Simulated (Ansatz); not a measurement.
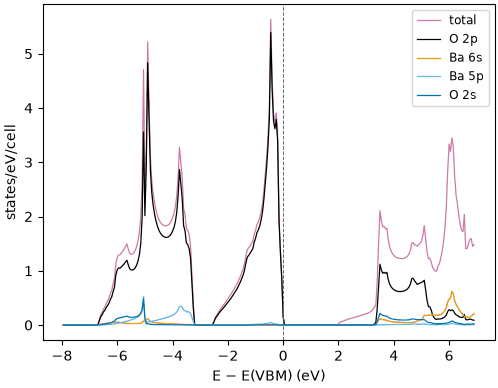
Figure. Total and projected density of states of BaO$_{2}$ (MoSi2 or CaC2 type, I4/mmm), DFT-LDA in the program Ansatz with PAW potentials

### Question
Which orbitals carry the states next to the gap?

### Answer
Top 1 eV of the valence band: O 2p 95 %. Bottom 1 eV of the conduction band: outside the projected shells 100 %. Projections are on Löwdin-orthogonalised atomic valence shells; empty p or d shells of many metals are not among them.

### Question
Where is the tallest occupied peak in this window, and what makes it?

### Answer
Near -0.4 eV, about 5.6 states/eV per cell; the largest projected share is O 2p.

The first step of the workflow began from a Materials Project structure, measured or hypothetical; the Crystallography Open Database files this formula in space group No. 139, but the cells were not matched. Whether it is the stable phase at ambient conditions was not checked. The LDA relaxation kept the symmetry of its start; its stability against distortions is not shown here. Spin–orbit coupling is left out wherever it is not named.

Potentials: the later of the program's two PAW sets.
